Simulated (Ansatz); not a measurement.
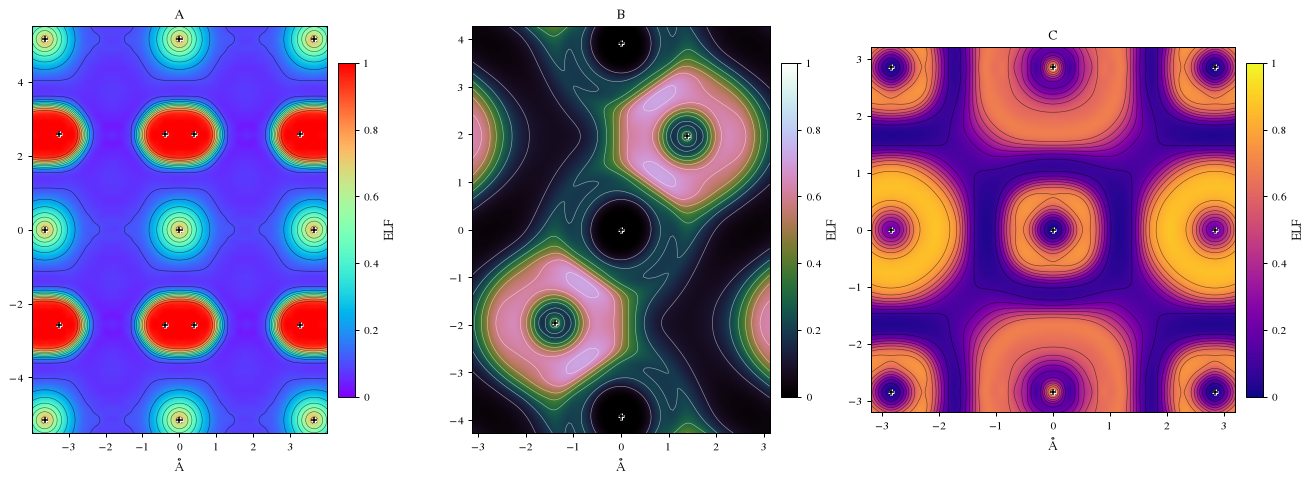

The ELF of 3 systems, each on a plane through atoms (crosses mark nuclei in the plane).

Level of theory: DFT PBE, scalar-relativistic, plane waves, PAW in Ansatz.

System 1: Zn2As, the (011̄) plane of the conventional cell. Space group Pn-3m; a structure generated by program, which may or may not match a known phase.

```cif
data_structure
_symmetry_space_group_name_H-M 'P 1'
_symmetry_Int_Tables_number 1
_cell_length_a 5.5503
_cell_length_b 5.5503
_cell_length_c 5.5503
_cell_angle_alpha 90.000
_cell_angle_beta 90.000
_cell_angle_gamma 90.000
_cell_volume 170.98
loop_
_atom_site_label
_atom_site_type_symbol
_atom_site_fract_x
_atom_site_fract_y
_atom_site_fract_z
_atom_site_occupancy
Zn1 Zn 0.25000 0.25000 0.25000 1
Zn2 Zn 0.75000 0.75000 0.25000 1
Zn3 Zn 0.75000 0.25000 0.75000 1
Zn4 Zn 0.25000 0.75000 0.75000 1
As1 As 0.00000 0.00000 0.00000 1
As2 As 0.50000 0.50000 0.50000 1
```

System 2: NiH6, the (110) plane of the conventional cell. Space group Pm-3m; a structure generated by program, which may or may not match a known phase; computed without spin polarisation.

```
Ni H
1.0
     3.64575    0.00000    0.00000
     0.00000    3.64575    0.00000
     0.00000    0.00000    3.64575
Ni H
1 6
Direct
  0.00000 0.00000 0.00000
  0.50000 0.50000 0.10642
  0.50000 0.50000 0.89358
  0.10642 0.50000 0.50000
  0.89358 0.50000 0.50000
  0.50000 0.10642 0.50000
  0.50000 0.89358 0.50000
```

System 3: Sc2ICl, the (110) plane of the conventional cell. Space group P4/mmm; a structure generated by program, which may or may not match a known phase.

```cif
data_structure
_symmetry_space_group_name_H-M 'P 1'
_symmetry_Int_Tables_number 1
_cell_length_a 4.0373
_cell_length_b 4.0373
_cell_length_c 5.6920
_cell_angle_alpha 90.000
_cell_angle_beta 90.000
_cell_angle_gamma 90.000
_cell_volume 92.78
loop_
_atom_site_label
_atom_site_type_symbol
_atom_site_fract_x
_atom_site_fract_y
_atom_site_fract_z
_atom_site_occupancy
Sc1 Sc 0.00000 0.00000 0.00000 1
Sc2 Sc 0.50000 0.50000 0.50000 1
I1 I 0.50000 0.50000 0.00000 1
Cl1 Cl 0.00000 0.00000 0.50000 1
```

### Which map belongs to which system?

Panel A is system 2, NiH6: the plane holds Ni and H. H–H (0.78 Å): the ELF peaks at about 1 between the atoms. Panel B is system 1, Zn2As: the plane holds Zn and As. Zn–As (2.40 Å): the ELF peaks at about 0.70 between the atoms. Panel C is system 3, Sc2ICl: the plane holds Sc, I and Cl. Sc–Cl (2.85 Å): the ELF peaks at about 0.90 in the valence shell of Cl, 0.8 Å from its nucleus, and is about 0.15 at the midpoint: no localised pair shows between them.
